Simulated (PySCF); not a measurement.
# C2H4BrO2, charge −1, SMILES `[Br-].CC(=O)O`: electronic structure

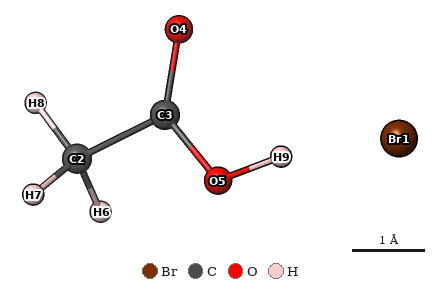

The molecule, with its atoms numbered as below. The pair's geometry is semi-empirical, so its contact may be too short or too long.

Cartesian coordinates (Å):

```
Br1      1.8824   -0.0162    0.0002
C2      -3.3477   -0.5135    0.0004
C3      -1.9706    0.1573   -0.0014
O4      -1.8508    1.3606   -0.0001
O5      -1.0183   -0.7238   -0.0013
H6      -3.4187   -1.1877   -0.8495
H7      -3.4551   -1.0961    0.9124
H8      -4.1276    0.2409   -0.0522
H9      -0.0196   -0.3474   -0.0004
```

## 1. Bonding charge

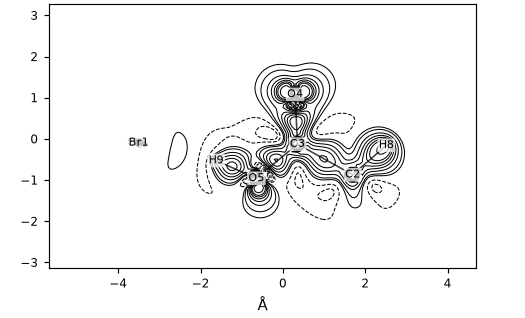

Deformation density (molecule less spherical, spin-averaged free atoms) in the plane of Br1, C2, C3, O4, O5, H8 and H9; contours at ±0.05 to ±0.8 e/Å³; solid lines: gain, dashed lines: loss.

Method: CAM-B3LYP/aug-cc-pVDZ; geometry: GFN2-xTB; program: PySCF.

**How much density has each bond in this plane gained at its critical point, relative to the free atoms?**

C2–H8: +0.70 e/Å³ at the bond critical point (bond length 1.09 Å). C3–O4: +0.64 e/Å³ at the bond critical point (bond length 1.21 Å). C2–C3: +0.51 e/Å³ at the bond critical point (bond length 1.53 Å). O5–H9: +0.45 e/Å³ at the bond critical point (bond length 1.07 Å). C3–O5: +0.35 e/Å³ at the bond critical point (bond length 1.30 Å). Br1–H9: −0.01 e/Å³ at the bond critical point (bond length 1.93 Å). In all, 2.6 electrons gather in the regions of gain relative to the promolecule of neutral atoms (this includes the anion's extra charge). A small or negative value marks a very polar bond, one between electron-rich atoms, whose free-atom densities already overlap strongly, a long bond to a heavier atom, or a closed-shell contact such as a hydrogen bond.

**Where do the Hirshfeld charges lie?**

The highest Hirshfeld charge is on C3 (+0.19 e), the lowest on Br1 (−0.65 e).

```json
{"atom": "Br1", "charge (e)": "−0.65"}
{"atom": "C2", "charge (e)": "−0.16"}
{"atom": "C3", "charge (e)": "+0.19"}
{"atom": "O4", "charge (e)": "−0.33"}
{"atom": "O5", "charge (e)": "−0.22"}
{"atom": "H6", "charge (e)": "+0.04"}
{"atom": "H7", "charge (e)": "+0.04"}
{"atom": "H8", "charge (e)": "+0.04"}
{"atom": "H9", "charge (e)": "+0.06"}
```

## 2. Bond critical points

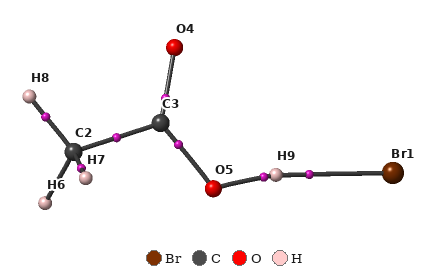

Molecular graph of the electron density (QTAIM): bond paths, bond critical points (magenta), ring points (cyan, if any); weak paths are dashed.

**How many critical points of each kind are there, and does the count close?**

9 nuclei, 8 bond, 0 ring and 0 cage critical points: 9 − 8 + 0 − 0 = 1, as the Poincaré–Hopf relation requires.

**What does the calculation give at each kind of bond critical point?**

```csv
bond,length (Å),ρ (a.u.),∇²ρ (a.u.),ε,H (a.u.)
C3–O4,1.209,0.415,+0.18,0.05,−0.735
C3–O5,1.297,0.336,−0.41,0.03,−0.567
C2–H8,1.086,0.277,−1.01,0.00,−0.297
C2–H6,1.087,0.274,−0.98,0.01,−0.292
C2–H7,1.087,0.274,−0.98,0.01,−0.292
O5–H9,1.067,0.251,−1.06,0.01,−0.330
C2–C3,1.532,0.249,−0.57,0.07,−0.198
Br1–H9,1.931,0.057,+0.06,0.01,−0.013
```

**What kind of interaction is Br1–H9?**

Polar or intermediate (positive Laplacian, negative energy density H): ρ = 0.057, ∇²ρ = +0.06, H = −0.013 a.u.

## 3. Local ionisation energy

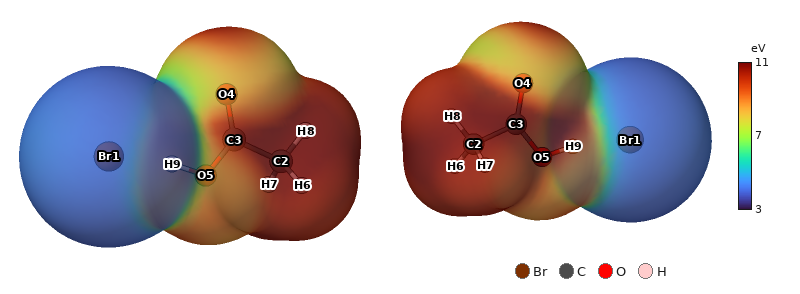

Average local ionisation energy on the surface of electron density 0.001 a.u. (back view left, front view right).

**Where are the most loosely bound electrons on this surface?**

The lowest value is 4.0 eV, 2.4 Å from Br1. Further minima include 7.6 eV, 1.9 Å from O4; 10.2 eV, 1.4 Å from H6, and at like points elsewhere. For comparison, the highest occupied orbital lies at −3.4 eV.

**What volume does the surface enclose?**

About 134 Å³.

## 4. Weak contacts

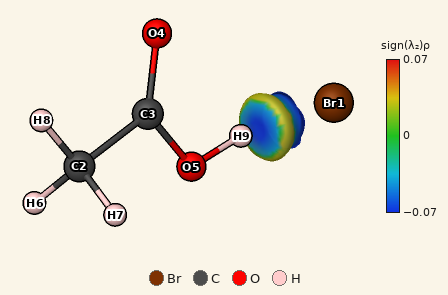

Non-covalent interaction surfaces between the fragments (reduced density gradient s = 0.6, coloured by sign(λ₂)ρ in a.u.; trimmed to the region between the fragments where ρ is under 0.1 a.u.). Fragment A: Br(−1) (atom 1); fragment B: H4C2O2.

Computed with PySCF, CAM-B3LYP/aug-cc-pVDZ, geometry: GFN2-xTB.

**How strongly are they bound?**

The counterpoise-corrected interaction energy of the frozen fragments is −21.5 kcal/mol without dispersion correction and −22.4 kcal/mol with D3(BJ). The pair geometry is semi-empirical, not a minimum at this level.

## 5. Binding density

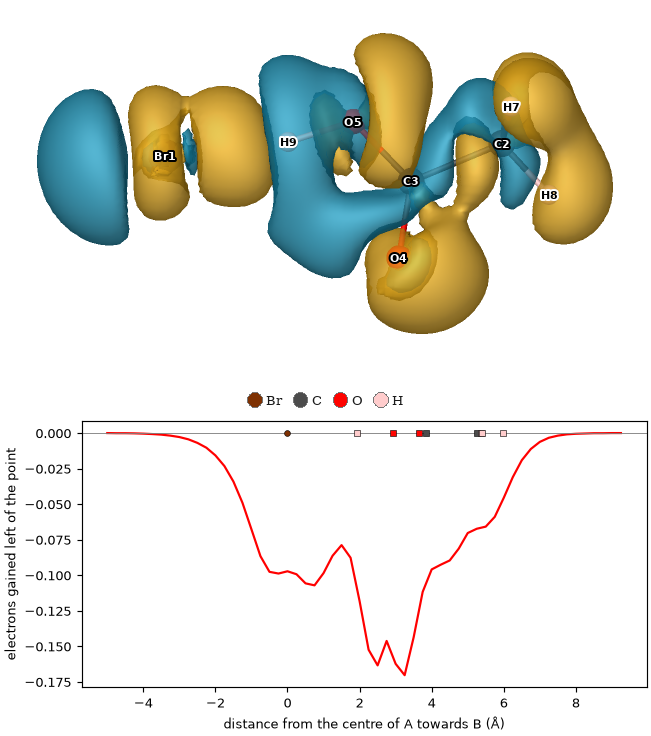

Density of the complex less the densities of the two fragments at the same geometry, ±0.004 e/Å³ (yellow: gain, teal: loss). Fragment A: Br(−1) (atom 1); fragment B: H4C2O2. Below: the charge-displacement curve along the line of centres (A on the left).

**Which way does charge flow?**

Hirshfeld charges show 0.090 e passing from A to B. By Hirshfeld charges, electrons gather most on O4 (−0.026 e) and leave Br1 most (+0.090 e); 0.36 e is displaced in all.
